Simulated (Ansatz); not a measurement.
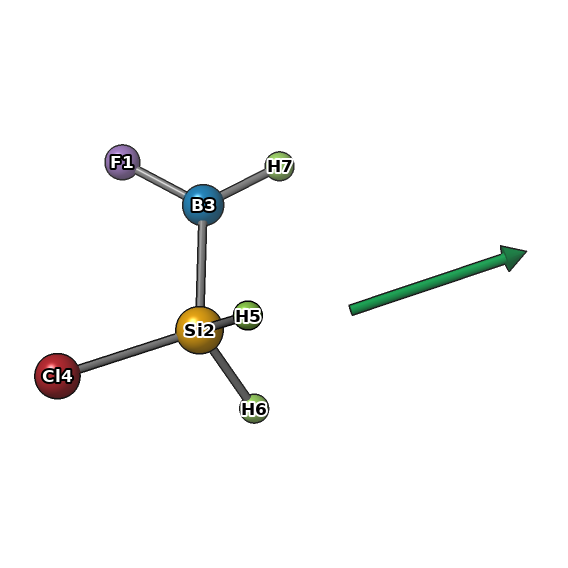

The arrow beside the molecule shows the direction of the dipole moment, from the negative to the positive end (its length means nothing). The computed structure is the end point of a PBE-D4/def2-SVP optimisation. No frequency run is at hand to confirm it as a minimum. Level of theory: RKS PBE-D4/def2-SVP (Ansatz 0.2.0).

**Estimate the dipole moment.**

1.57 D; it points from the side of Cl4 to the side of H7 (the outermost atoms at the two ends).
